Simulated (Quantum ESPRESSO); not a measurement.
Two runs for the Si K edge of atom 1 in SiO2 (Stishovite, P4_2/mnm). Run A: Quantum ESPRESSO XSpectra, PBE, full core hole (charged cell), 12-atom cell with 5.0 Å between holes, 6×6×6 k points, dipole transitions, Lorentzian half width 0.4 eV. Run B differs in one choice.

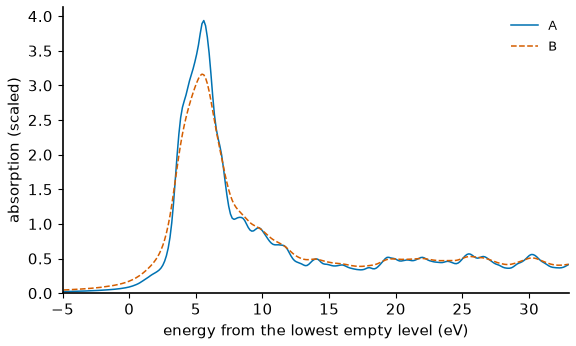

Energy from the lowest empty level; intensity scaled to a mean of 1 over the first 20 eV.

Question: What was changed?
a) the volume of the cell
b) the broadening
c) the size of the supercell
d) the k mesh of the field

(b): run B changes the broadening from Lorentzian half width 0.4 eV to Lorentzian half width 0.8 eV. Against the first run the r.m.s. difference is 14 %. The highest intensity below 16 eV goes from 5.6 eV (3.94) to 5.5 eV (3.16). Other settings could leave a like mark; this is the one that was changed.

[Hosts, paths, dates, database ids (printed as entryN), source tags and the programs' standing remarks are cut or masked in the printed files.]

[Lists of maxima count a maximum above −3 eV only where it reaches 4 % of the highest in the window and stands out from its surroundings by 2 % of it (1.5 % where it reaches 55 %); shoulders and weaker maxima are passed over, and of the rest the first, up to two pre-edge ones and the few strongest are named.]
